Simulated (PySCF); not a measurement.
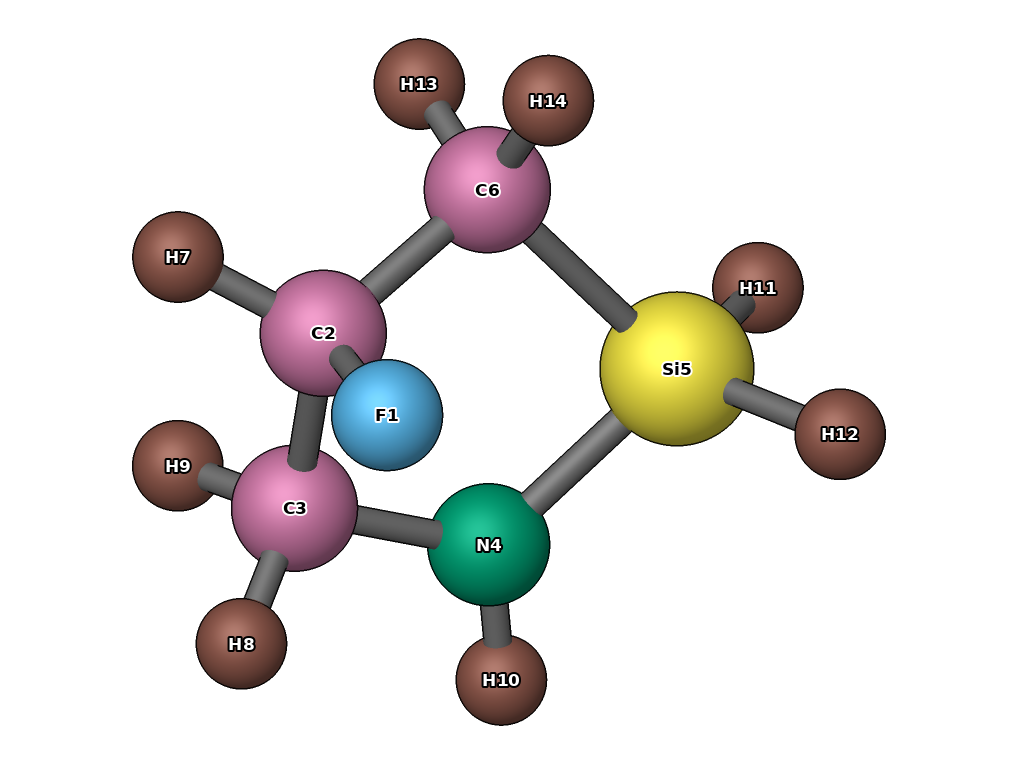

The thickness of each stick grows with its Mayer bond order. The geometry was computed by an optimisation with GFN2-xTB. No frequency run is at hand to confirm it as a minimum. Level of theory: PBE0/pcSseg-1 (PySCF 2.14.0).

List the Mayer bond orders of F1–C2, C2–C3, C2–C6, C2–H7, C3–N4, C3–H8, C3–H9, N4–Si5, N4–H10, Si5–C6, Si5–H11, Si5–H12, C6–H13, C6–H14.

```
   bond  Mayer order  length (Å)
  F1–C2         0.86       1.387
  C2–C3         1.00       1.528
  C2–C6         1.02       1.519
  C2–H7         0.95       1.098
  C3–N4         0.96       1.445
  C3–H8         0.95       1.095
  C3–H9         0.94       1.099
 N4–Si5         1.02       1.711
 N4–H10         0.93       1.004
 Si5–C6         0.89       1.903
Si5–H11         0.92       1.464
Si5–H12         0.90       1.466
 C6–H13         0.94       1.088
 C6–H14         0.95       1.087
```

The geometry is semi-empirical. Around Si such bond lengths and angles can be off by a tenth of an ångström or more and by several degrees, and values that hang on the shape move with them.
